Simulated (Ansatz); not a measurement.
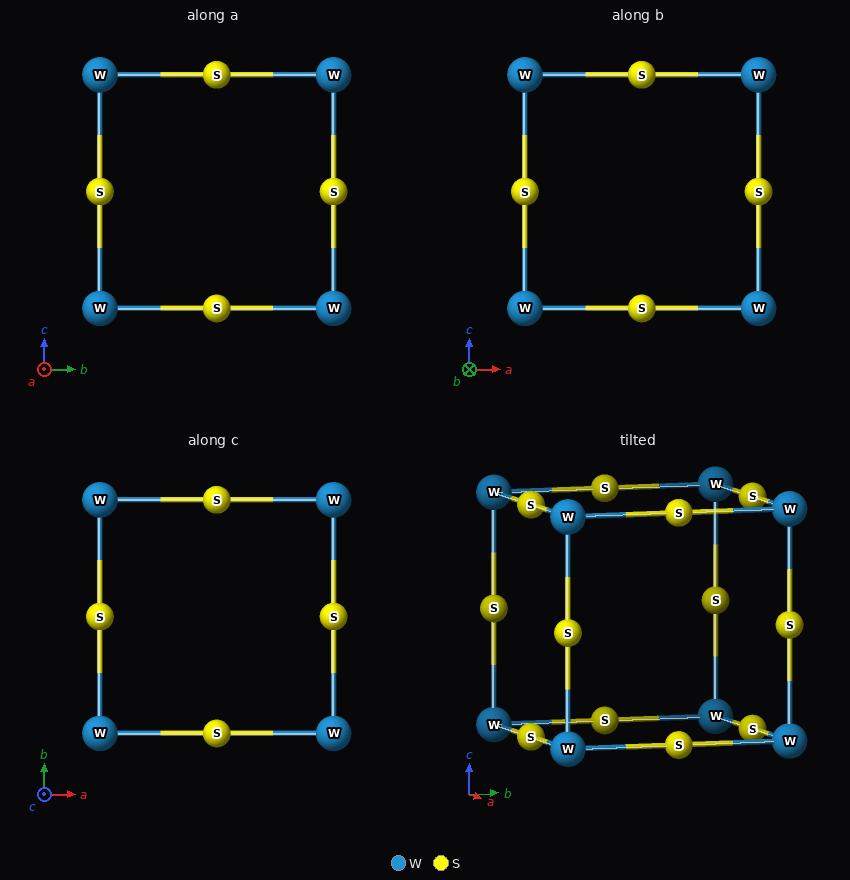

Drawn in the ball-and-stick manner and seen along the a axis, along the b axis, along the c axis and slightly off an axis. The edges of the conventional unit cell are marked.

Lattice parameters: a = 4.6860 Å, b = 4.6860 Å, c = 4.6860 Å, α = 90.000°, β = 90.000°, γ = 90.000°.

Question: Transcribe the picture into a CIF in P1 with every atom of the cell.

Answer:
```cif
data_structure
_symmetry_space_group_name_H-M 'P 1'
_symmetry_Int_Tables_number 1
_cell_length_a 4.6860
_cell_length_b 4.6860
_cell_length_c 4.6860
_cell_angle_alpha 90.000
_cell_angle_beta 90.000
_cell_angle_gamma 90.000
_cell_volume 102.90
loop_
_atom_site_label
_atom_site_type_symbol
_atom_site_fract_x
_atom_site_fract_y
_atom_site_fract_z
_atom_site_occupancy
W1 W 0.0000 0.0000 0.0000 1
S1 S 0.0000 0.0000 0.5000 1
S2 S 0.0000 0.5000 0.0000 1
S3 S 0.5000 0.0000 0.0000 1
```

Its origin is a structure type filled with these elements by a generator (whether the compound takes this form wasn't checked). Earlier steps of the study, as a rule a relaxation of our own, may have changed the cell and positions, so they can lie some per cent off the listed ones. It went into a calculation with Ansatz.
